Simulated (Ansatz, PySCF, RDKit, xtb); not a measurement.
# GaSiNCl2: a search for the lowest isomer, part 2 of 2

Only the formula GaSiNCl2 is given. Aim: find the structure of lowest free energy at 400 K, then its properties.

xtb, Ansatz and PySCF; isolated molecules. The steps go on from the part before.

**11. c820a at MP2/def2-TZVPP**

Input file input.yaml:

```yaml
crystal:
  periodic: [false, false, false]
  atoms:
    - {symbol: Cl, position_ang: [-0.598680, -0.605189, 2.820463]}
    - {symbol: Cl, position_ang: [-0.749455, 2.851590, 1.649147]}
    - {symbol: Ga, position_ang: [0.422189, 1.080776, 1.968543]}
    - {symbol: N, position_ang: [2.174800, 1.013615, 1.542819]}
    - {symbol: Si, position_ang: [3.709324, 0.956940, 1.169617]}
basis:
  gaussian: {orbitals: def2-TZVPP}
magnetization: {spin_polarized: false, initial_magnetization: 0}
correlation: {method: mp2, frozen_orbitals: {Cl: 5, Si: 5, "N": 1, Ga: 9}}
```

Command:

```console
$ ansatz run input.yaml --threads 1 --pin off --max-ram 2610MiB --events-out events.jsonl --progress --plain --runs-dir runs
```

The log of the run:

```text
Warning: RAYON_NUM_THREADS=1 ignored (pool sized by the plan → 1); use --threads N
Functional definition: HF
  name "HF"
  exchange = exact_x
  correlation = 0
1272 factors; integrals over basis functions are off by at most 9.3e-4 eV
mean field evaluation 1: about -86685.4908 eV, gradient 4.8e1 eV
mean field evaluation 2: about -86685.6427 eV, gradient 4.8e1 eV
mean field evaluation 4: about -86690.6321 eV, gradient 5.6e0 eV
mean field evaluation 8: about -86690.7512 eV, gradient 7.6e-1 eV
mean field evaluation 16: about -86690.7533 eV, gradient 2.3e-6 eV
mean field -86690.75328370 eV, -3185.8264220728 hartree, gradient 2.3e-6 eV, S^2 0.000000; 0 other end points of the search recorded, 0 dependent functions left out
25 core orbitals not correlated: weight in the atoms' cores, before any rotation towards them, 1.000 or more for the frozen orbitals, at most 0.000 for the correlated occupied ones
reference -86690.75328370 eV, -3185.8264220728 hartree; 18, 18 occupied and 162, 162 virtual orbitals, 1272 factors
second order -23.91301683 eV of doubles, -0.00000000 eV of singles
Total energy: -86714.66630053 eV, -3186.7052092325 hartree
```

Wall time 9 s (1 thread of Intel Xeon Platinum 8488C (Sapphire Rapids), shared host).

**12. c861a at CCSD(T)/def2-SVP**

Input file input.yaml:

```yaml
crystal:
  periodic: [false, false, false]
  atoms:
    - {symbol: Cl, position_ang: [-1.047405, 1.860369, 0.025686]}
    - {symbol: Cl, position_ang: [-1.257603, 1.802168, 3.305077]}
    - {symbol: Ga, position_ang: [1.903444, -1.697585, 1.789876]}
    - {symbol: "N", position_ang: [0.683641, -0.290567, 1.745737]}
    - {symbol: Si, position_ang: [-0.350238, 0.904198, 1.700387]}
basis:
  gaussian:
    orbitals: def2-SVP
total_charge: 0
correlation:
  method: ccsd_t
  frozen_orbitals: {Cl: 5, Si: 5, "N": 1, Ga: 9}
```

Command:

```console
$ ansatz run input.yaml --threads 1 --pin off --max-ram 2610MiB --events-out events.jsonl --progress --plain --runs-dir runs
```

The log of the run (excerpt; [...] marks lines left out):

```text
Warning: RAYON_NUM_THREADS=1 ignored (pool sized by the plan → 1); use --threads N
[... 2 set-up lines as earlier in the session ...]
[...]
943 factors; integrals over basis functions are off by at most 7.3e-4 eV
[...]
mean field -86669.72210970 eV, -3185.0535406839 hartree, gradient 2.4e-6 eV, S^2 0.000000; 0 other end points of the search recorded, 0 dependent functions left out
25 core orbitals not correlated: weight in the atoms' cores, before any rotation towards them, 1.000 or more for the frozen orbitals, at most 0.000 for the correlated occupied ones
reference -86669.72210970 eV, -3185.0535406839 hartree; 18, 18 occupied and 57, 57 virtual orbitals, 943 factors
second order -19.14003455 eV of doubles, -0.00000000 eV of singles
cycle   1  -18.91341720 eV  change    2.3e-1 eV  update   1.4e-1
[...]
cycle  10  -19.66997713 eV  change    1.8e-5 eV  update   1.9e-5
perturbative correction -0.70079642 eV, -0.0257537933 hartree
Total energy: -86690.09288325 eV, -3185.8021528041 hartree
```

Run time: 8.7 s. Hardware: 1 thread of Intel Xeon Platinum 8488C (Sapphire Rapids), shared host.

**13. Putting it together**

Energies in kcal/mol from c820a; G adds the thermal terms to the CCSD(T)/def2-SVP + MP2/def2-TZVPP - MP2/def2-SVP energy. The columns left of the relaxed level are at the tight-binding geometries, except for labels with r, relaxed at the screening level.

```csv
label,SMILES,spin,r2SCAN-D4/def2-SVP,B3LYP-D3(BJ)/def2-SVP,HF/def2-SVP,MP2/def2-SVP,CCSD(T)/def2-SVP + MP2/def2-TZVPP - MP2/def2-SVP,G,share at equilibrium,T1
c820a,[Si]=[N][Ga]([Cl])[Cl],singlet,0.0,0.0,0.0,0.0,0.0,0.0,100.0 %,0.017
c861a,Cl[Si](Cl)=[N][Ga],singlet,15.1,12.2,25.7,25.6,16.4,15.9,< 0.1 %,0.015
c754ar,[Cl][Si][N][Ga][Cl] ‡,singlet,38.1,39.9,54.1,46.4,40.1,38.7,< 0.1 %,0.019
```

‡ marks the bonded skeleton alone, with all bonds drawn single: no Lewis structure was assigned that passes a check against the bond lengths.

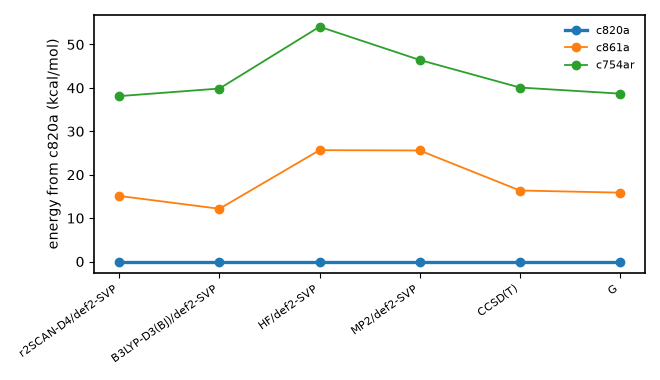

The finalists at each level, measured from c820a.

Lowest found: c820a, `[Si]=[N][Ga]([Cl])[Cl]`, a singlet of point group C2v. Bond lengths: Cl1–Ga3 2.147 Å, Cl2–Ga3 2.147 Å, Ga3–N4 1.805 Å, N4–Si5 1.580 Å. Angles: Cl1–Ga3–Cl2 116.6°, Cl1–Ga3–N4 121.7°, Cl2–Ga3–N4 121.7°, Ga3–N4–Si5 179.9°.

```xyz
5

Cl   -0.5987   -0.6052    2.8205
Cl   -0.7495    2.8516    1.6491
Ga    0.4222    1.0808    1.9685
N     2.1748    1.0136    1.5428
Si    3.7093    0.9569    1.1696
```

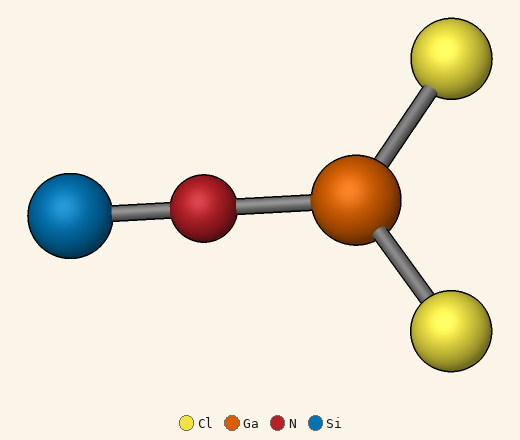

The lowest structure found, seen from a chosen angle (chlorine yellow, gallium orange, nitrogen red, silicon blue).

**14. Density, orbitals and dipole (PBE0/def2-TZVPD)**

Input file input.yaml:

```yaml
crystal:
  periodic: [false, false, false]
  atoms:
    - {symbol: Cl, position_ang: [-0.598680, -0.605189, 2.820463]}
    - {symbol: Cl, position_ang: [-0.749455, 2.851590, 1.649147]}
    - {symbol: Ga, position_ang: [0.422189, 1.080776, 1.968543]}
    - {symbol: N, position_ang: [2.174800, 1.013615, 1.542819]}
    - {symbol: Si, position_ang: [3.709324, 0.956940, 1.169617]}
basis:
  gaussian: {orbitals: def2-TZVPD}
hamiltonian: {xc: {name: PBE0}}
output: {forces: true, orbitals: {seedname: orbitals}}
```

Command:

```console
$ ansatz run input.yaml --threads 1 --pin off --max-ram 2610MiB --events-out events.jsonl --progress --plain --runs-dir runs
```

The log of the run (excerpt; [...] marks lines left out):

```text
Warning: RAYON_NUM_THREADS=1 ignored (pool sized by the plan → 1); use --threads N
Functional definition: PBE0
  name "PBE0"
[...]
1515 factors; their error is unknown
[...]
mean field -86775.58230902 eV, -3188.9438312542 hartree, gradient 6.1e-5 eV, S^2 0.000000; 0 other end points of the search recorded, 0 dependent functions left out
[...]
reference -86775.58235753 eV, -3188.9438330370 hartree; 43, 43 occupied and 183, 183 virtual orbitals, 1515 factors
Total energy: -86775.58235753 eV, -3188.9438330370 hartree
Atom 0 at    -0.598680    -0.605189     2.820463 Å, force     0.139237     0.270420    -0.130434 eV/Å
Atom 1 at    -0.749455     2.851590     1.649147 Å, force     0.162638    -0.282053     0.056947 eV/Å
Atom 2 at     0.422189     1.080776     1.968543 Å, force    -0.090029     0.003840     0.021967 eV/Å
Atom 3 at     2.174800     1.013615     1.542819 Å, force     0.567287    -0.020605    -0.138054 eV/Å
Atom 4 at     3.709324     0.956940     1.169617 Å, force    -0.779134     0.028398     0.189574 eV/Å
Dipole moment:     0.710017    -0.026876    -0.172567 e Å
```

Run time: 15 s. Hardware: 1 thread of Intel Xeon Platinum 8488C (Sapphire Rapids), shared host; peak memory 0.81 GiB.

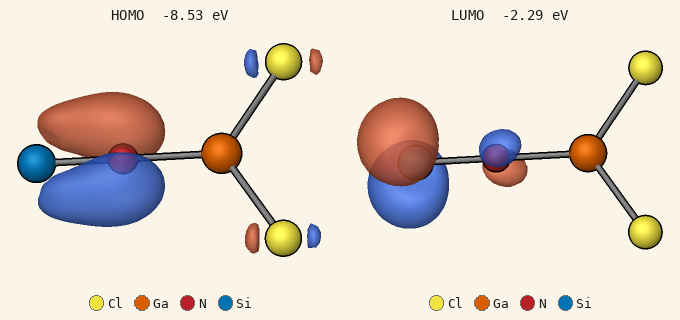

Frontier orbitals of this run, surfaces at ±0.2 Å^-3/2.

**15. Frequencies after a tight-binding relaxation (GFN2-xTB)**

Input file start.xyz:

```xyz
5
c820a
Cl    -0.598680    -0.605189     2.820463
Cl    -0.749455     2.851590     1.649147
Ga     0.422189     1.080776     1.968543
N      2.174800     1.013615     1.542819
Si     3.709324     0.956940     1.169617
```

Command:

```console
$ xtb start.xyz --gfn 2 --ohess tight
```

The log of the run (excerpt; [...] marks lines left out):

```text
* xtb version 6.7.1
[...]
          :  # basis functions                  44          :
[...]
          :  # electrons                        26          :
[...]
          :  Hamiltonian                  GFN2-xTB          :
[...]
          :  net charge                          0          :
          :  unpaired electrons                  0          :
[...]
   *** convergence criteria satisfied after 16 iterations ***
[...]
   *** GEOMETRY OPTIMIZATION CONVERGED AFTER 4 ITERATIONS ***
[...]
   *** convergence criteria satisfied after 3 iterations ***
[...]
         ::                     SUMMARY                     ::
         :::::::::::::::::::::::::::::::::::::::::::::::::::::
         :: total energy             -15.078329095606 Eh    ::
         :: gradient norm              0.000156153983 Eh/a0 ::
         :: HOMO-LUMO gap              3.427786247158 eV    ::
         ::.................................................::
         :: SCC energy               -15.135139651907 Eh    ::
         :: -> isotropic ES            0.029775622976 Eh    ::
         :: -> anisotropic ES          0.006086119807 Eh    ::
         :: -> anisotropic XC         -0.005752649707 Eh    ::
         :: -> dispersion             -0.005442504644 Eh    ::
         :: repulsion energy           0.056810556300 Eh    ::
         :: add. restraining           0.000000000000 Eh    ::
         :: total charge               0.000000000000 e     ::
         :::::::::::::::::::::::::::::::::::::::::::::::::::::
[...]
        13        2.0000           -0.3931447             -10.6980 (HOMO)
        14                         -0.2671752              -7.2702 (LUMO)
[...]
     #   Z          covCN         q      C6AA      α(0)
     1  17 Cl       0.793    -0.073   101.295    15.396
     2  17 Cl       0.793    -0.073   101.297    15.396
     3  31 Ga       2.419     0.008   218.579    33.155
     4   7 N        1.631    -0.301    28.329     7.843
     5  14 Si       0.847     0.439   221.201    32.321
[...]
          | TOTAL ENERGY              -15.078329095609 Eh   |
          | TOTAL ENTHALPY            -15.063017086978 Eh   |
          | TOTAL FREE ENERGY         -15.106011802529 Eh   |
          | GRADIENT NORM               0.000155171909 Eh/α |
[...]
```

Wall time 0.22 s (1 thread of Intel Xeon Platinum 8488C (Sapphire Rapids), shared host).

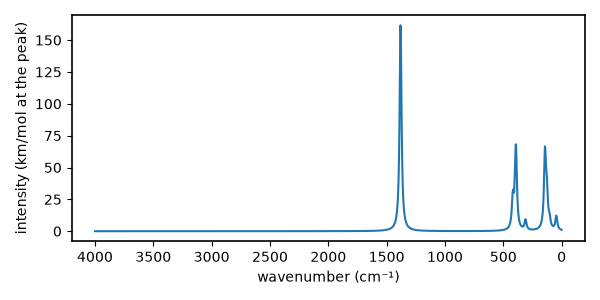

Harmonic infrared spectrum, unscaled, lines broadened by 10 cm⁻¹.

**16. Electronic excitations (TD-CAM-B3LYP/def2-SVPD)**

An in-house driver calls PySCF's response routines at TD-CAM-B3LYP/def2-SVPD; it has no typed input.

The log of the run:

```text
coarse grid: 31584 points
cycle   1  E = -3188.9511539344  dE = -1.803e-01  |g| = 8.395e-01  |ddm| = 3.775e+00
cycle   2  E = -3188.7244547532  dE =  2.267e-01  |g| = 1.321e+00  |ddm| = 3.209e+00
cycle   3  E = -3189.0834172267  dE = -3.590e-01  |g| = 2.509e-01  |ddm| = 1.864e+00
cycle   4  E = -3189.0980034546  dE = -1.459e-02  |g| = 3.756e-02  |ddm| = 3.135e-01
cycle   5  E = -3189.0982396609  dE = -2.362e-04  |g| = 1.264e-02  |ddm| = 7.191e-02
cycle   6  E = -3189.0982826819  dE = -4.302e-05  |g| = 2.175e-03  |ddm| = 1.892e-02
cycle   7  E = -3189.0982849226  dE = -2.241e-06  |g| = 4.350e-04  |ddm| = 5.610e-03
final grid: 59704 points
cycle   8  E = -3189.0982544012  dE = -7.124e-08  |g| = 5.225e-04  |ddm| = 1.354e-03
cycle   9  E = -3189.0982542637  dE =  1.375e-07  |g| = 9.577e-04  |ddm| = 1.295e-03
cycle  10  E = -3189.0982544746  dE = -2.109e-07  |g| = 5.856e-05  |ddm| = 7.712e-04
cycle  11  E = -3189.0982544760  dE = -1.411e-09  |g| = 2.376e-05  |ddm| = 9.662e-05
cycle  12  E = -3189.0982544764  dE = -4.111e-10  |g| = 1.148e-05  |ddm| = 6.534e-05
converged SCF energy = -3189.0982544764

Static polarisability (au): isotropic 89.946, principal 64.843 88.587 116.409

Singlet excitations
state   eV       nm        f      main configurations
  1   4.6812    264.9   0.00000   H->L 0.88
  2   5.0415    245.9   0.00205   H-1->L 0.51, H->L+1 0.42
  3   5.1676    239.9   0.00000   H-1->L+1 0.89
  4   5.8140    213.3   0.06386   H-2->L 0.91
  5   6.0613    204.6   0.03340   H-2->L+1 0.69, H->L+2 0.21
  6   6.2333    198.9   0.04130   H->L+2 0.69, H-2->L+1 0.20
  7   6.3699    194.6   0.00491   H-1->L+2 0.92
  8   6.5100    190.5   0.00000   H-3->L 0.70, H-3->L+3 0.16, H->L+3 0.10

Triplet excitations (Tamm-Dancoff, eV): 4.1244 4.2076 4.3612
```

Run time: 14 s. Hardware: 1 thread of Intel Xeon Platinum 8488C (Sapphire Rapids), shared host.

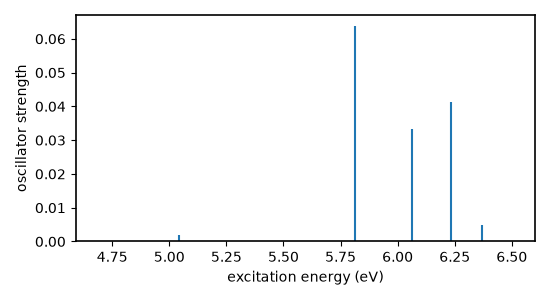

Vertical excitations as sticks.

The roots found:

```csv
excited state,energy (eV),strength
1,4.681,0.0000
2,5.042,0.0021
3,5.168,0.0000
4,5.814,0.0639
5,6.061,0.0334
6,6.233,0.0413
7,6.370,0.0049
8,6.510,0.0000
```

**17. NMR shieldings (GIAO PBE0/pcSseg-1)**

An in-house driver calls PySCF's response routines at GIAO PBE0/pcSseg-1; it has no typed input.

The log of the run:

```text
coarse grid: 31584 points
cycle   1  E = -3188.4286502043  dE = -1.284e-01  |g| = 1.222e+00  |ddm| = 2.667e+00
cycle   2  E = -3187.7411509898  dE =  6.875e-01  |g| = 2.047e+00  |ddm| = 2.047e+00
cycle   3  E = -3188.5231509985  dE = -7.820e-01  |g| = 6.667e-01  |ddm| = 1.623e+00
cycle   4  E = -3188.6271179113  dE = -1.040e-01  |g| = 6.210e-02  |ddm| = 4.466e-01
cycle   5  E = -3188.6278465422  dE = -7.286e-04  |g| = 1.252e-02  |ddm| = 8.260e-02
cycle   6  E = -3188.6278931241  dE = -4.658e-05  |g| = 4.480e-03  |ddm| = 2.081e-02
cycle   7  E = -3188.6278975758  dE = -4.452e-06  |g| = 8.198e-04  |ddm| = 4.966e-03
final grid: 59704 points
cycle   8  E = -3188.6278503106  dE =  3.176e-09  |g| = 1.037e-03  |ddm| = 1.985e-03
cycle   9  E = -3188.6278501756  dE =  1.351e-07  |g| = 1.452e-03  |ddm| = 2.065e-03
cycle  10  E = -3188.6278505136  dE = -3.380e-07  |g| = 1.391e-04  |ddm| = 1.117e-03
cycle  11  E = -3188.6278505161  dE = -2.544e-09  |g| = 2.645e-05  |ddm| = 1.043e-04
cycle  12  E = -3188.6278505163  dE = -1.423e-10  |g| = 9.851e-06  |ddm| = 2.275e-05
converged SCF energy = -3188.6278505163

GIAO shielding tensors (ppm)
atom      isotropic    diamagn.    paramagn.     s11        s22        s33       span
  0 Cl     883.699    1148.309    -264.610    733.909    868.788   1048.400    314.490
  1 Cl     883.524    1147.871    -264.347    733.708    868.539   1048.325    314.618
  2 Ga    1476.185    2639.359   -1163.174   1250.701   1564.518   1613.335    362.633
  3 N        5.643     326.215    -320.572   -164.646   -158.623    340.198    504.844
  4 Si     295.369     880.148    -584.779     23.877     25.477    836.753    812.876
```

Run time: 11 s. Hardware: 1 thread of Intel Xeon Platinum 8488C (Sapphire Rapids), shared host.

Isotropic shieldings, averaged over atoms that the bond graph makes equivalent (absolute, not shifts):

```csv
atoms,shielding (ppm)
"Cl1, Cl2",883.6
Ga3,1476.2
N4,5.6
Si5,295.4
```

**18. The cation at the same geometry (PBE0/def2-TZVPD)**

Input file input.yaml:

```yaml
basis:
  gaussian:
    orbitals: def2-TZVPD
crystal:
  periodic: [false, false, false]
  atoms:
    - symbol: Cl
      position_ang: [-0.598680, -0.605189, 2.820463]
    - symbol: Cl
      position_ang: [-0.749455, 2.851590, 1.649147]
    - symbol: Ga
      position_ang: [0.422189, 1.080776, 1.968543]
    - symbol: N
      position_ang: [2.174800, 1.013615, 1.542819]
    - symbol: Si
      position_ang: [3.709324, 0.956940, 1.169617]
total_charge: 1
magnetization:
  spin_polarized: true
  initial_magnetization: 1
hamiltonian:
  xc: pbe0
```

Command:

```console
$ ansatz run input.yaml --threads 1 --pin off --max-ram 2610MiB --events-out events.jsonl --progress --plain --runs-dir runs
```

The log of the run:

```text
Warning: RAYON_NUM_THREADS=1 ignored (pool sized by the plan → 1); use --threads N
[... 2 set-up lines as earlier in the session ...]
  parameter a = 0.25
  parameter kappa = 0.804
  parameter beta = 0.06672455060314922
  exchange = (1 - a)*pbe_x(kappa = kappa, mu = beta*pi^2/3) + a*exact_x
  correlation = pbe_c(beta = beta)
1515 factors; their error is unknown
mean field evaluation 1: about -86742.3797 eV, gradient 7.1e1 eV
mean field evaluation 2: about -86618.4121 eV, gradient 1.3e2 eV
mean field evaluation 4: about -86761.8142 eV, gradient 2.8e1 eV
mean field evaluation 8: about -86764.7111 eV, gradient 1.5e0 eV
mean field evaluation 16: about -86764.9671 eV, gradient 3.1e-2 eV
mean field evaluation 32: about -86765.3147 eV, gradient 1.4e-5 eV
mean field evaluation 64: about -86765.2349 eV, gradient 2.7e0 eV
mean field -86765.31467380 eV, -3188.5665026197 hartree, gradient 2.5e-6 eV, S^2 0.759954; 9 other end points of the search recorded, 0 dependent functions left out
reference -86765.31472168 eV, -3188.5665043791 hartree; 43, 42 occupied and 183, 184 virtual orbitals, 1515 factors
Total energy: -86765.31472168 eV, -3188.5665043791 hartree
```

Wall time 3 min (1 thread of Intel Xeon Platinum 8488C (Sapphire Rapids), shared host); peak memory 0.93 GiB.

Difference from the parent: 10.27 eV.

**19. The anion at the same geometry (PBE0/def2-TZVPD)**

input.yaml, as its differences from that of step 18:

```diff
@@ -1,4 +1 @@
-basis:
-  gaussian:
-    orbitals: def2-TZVPD
 crystal:
@@ -16,3 +13,6 @@
       position_ang: [3.709324, 0.956940, 1.169617]
-total_charge: 1
+basis:
+  gaussian:
+    orbitals: def2-TZVPD
+total_charge: -1
 magnetization:
@@ -21,2 +21,4 @@
 hamiltonian:
-  xc: pbe0
+  xc: {name: PBE0}
+scf:
+  lower_state_search: off
```

Command:

```console
$ ansatz run input.yaml --threads 1 --pin off --max-ram 2610MiB --events-out events.jsonl --progress --plain --runs-dir runs
```

The log of the run (excerpt; [...] marks lines left out):

```text
Warning: RAYON_NUM_THREADS=1 ignored (pool sized by the plan → 1); use --threads N
[... 2 set-up lines as earlier in the session ...]
[...]
1515 factors; their error is unknown
[...]
mean field -86776.27428618 eV, -3188.9692609459 hartree, gradient 5.9e-6 eV, S^2 0.761243; 0 other end points of the search recorded, 0 dependent functions left out
reference -86776.27433190 eV, -3188.9692626262 hartree; 44, 43 occupied and 182, 183 virtual orbitals, 1515 factors
Total energy: -86776.27433190 eV, -3188.9692626262 hartree
Checks for a lower state left out: stability, starts, cluster_reference, orbital_swaps, neighbouring_geometries, increment
```

It took 23 s on 1 thread of Intel Xeon Platinum 8488C (Sapphire Rapids), shared host; peak memory 0.69 GiB.

Parent less the species with the added electron: 0.69 eV.

**20. The triplet at the same geometry (PBE0/def2-TZVPD)**

input.yaml, as its differences from that of step 19:

```diff
@@ -1 +1,4 @@
+basis:
+  gaussian:
+    orbitals: def2-TZVPD
 crystal:
@@ -13,12 +16,6 @@
       position_ang: [3.709324, 0.956940, 1.169617]
-basis:
-  gaussian:
-    orbitals: def2-TZVPD
-total_charge: -1
+hamiltonian:
+  xc: pbe0
 magnetization:
   spin_polarized: true
-  initial_magnetization: 1
-hamiltonian:
-  xc: {name: PBE0}
-scf:
-  lower_state_search: off
+  initial_magnetization: 2
```

Command:

```console
$ ansatz run input.yaml --threads 1 --pin off --max-ram 2610MiB --events-out events.jsonl --progress --plain --runs-dir runs
```

The log of the run:

```text
Warning: RAYON_NUM_THREADS=1 ignored (pool sized by the plan → 1); use --threads N
[... 7 set-up lines as earlier in the session ...]
1515 factors; their error is unknown
mean field evaluation 1: about -86759.0260 eV, gradient 5.6e1 eV
mean field evaluation 2: about -86688.2121 eV, gradient 1.1e2 eV
mean field evaluation 4: about -86770.5192 eV, gradient 1.7e1 eV
mean field evaluation 8: about -86771.3097 eV, gradient 1.3e-1 eV
mean field evaluation 16: about -86771.5472 eV, gradient 1.2e-3 eV
mean field evaluation 32: about -86771.5472 eV, gradient 5.5e-5 eV
mean field evaluation 64: about -86771.6315 eV, gradient 6.6e-2 eV
```

It took 5 min on 1 thread of Intel Xeon Platinum 8488C (Sapphire Rapids), shared host.

The run was cut off at its time limit.

**21. Outcome**

The summary covers parts 1 to 2.

| quantity | value |
| --- | --- |
| lowest structure found | [Si]=[N][Ga]([Cl])[Cl], singlet, C2v |
| next finalist | Cl[Si](Cl)=[N][Ga], singlet, 15.9 kcal/mol higher in G |
| share at equilibrium, among the finalists | 100.0 % |
| funnel | 16 starts, 12 minima at GFN2-xTB, 10 screening runs, 1 rescued, 3 relaxed, 3 ranked |
| CPU time of all runs | 24 min |
| harmonic wavenumbers, lowest and highest (B3LYP-D3(BJ)/def2-SVP) | 63 and 1351 cm⁻¹ |
| rotational constants, same geometry | 0.07127, 0.03755, 0.02459 cm⁻¹ |
| dipole moment (PBE0/def2-TZVPD) | 3.51 D |
| HOMO energy (PBE0/def2-TZVPD) | -8.53 eV |
| LUMO energy (PBE0/def2-TZVPD) | -2.29 eV |
| HOMO–LUMO gap (PBE0/def2-TZVPD) | 6.24 eV |
| lowest excitation (TD-CAM-B3LYP/def2-SVPD) | 4.68 eV (f = 0.000) |
| strongest of the states computed, same level | 5.81 eV (f = 0.064) |
| lowest triplet excitation, same level, Tamm-Dancoff | 4.12 eV |
| vertical ionisation energy | 10.27 eV |
| vertical electron affinity | 0.69 eV |

**Reading.** The search ends on `[Si]=[N][Ga]([Cl])[Cl]`. The margin of 15.9 kcal/mol over the next finalist is beyond the usual error of the last level; it says nothing of structures that weren't ranked. r2SCAN-D4/def2-SVP, B3LYP-D3(BJ)/def2-SVP, HF/def2-SVP and MP2/def2-SVP already put its bonding pattern lowest among the structures in one piece. The largest share of the time went into recheck (27 %). The search is not exhaustive (a finite list of starts, one conformer a finalist), so a lower isomer can't be ruled out. The lowest isomer need not be the one that is made and kept in a bottle, which depends on barriers.
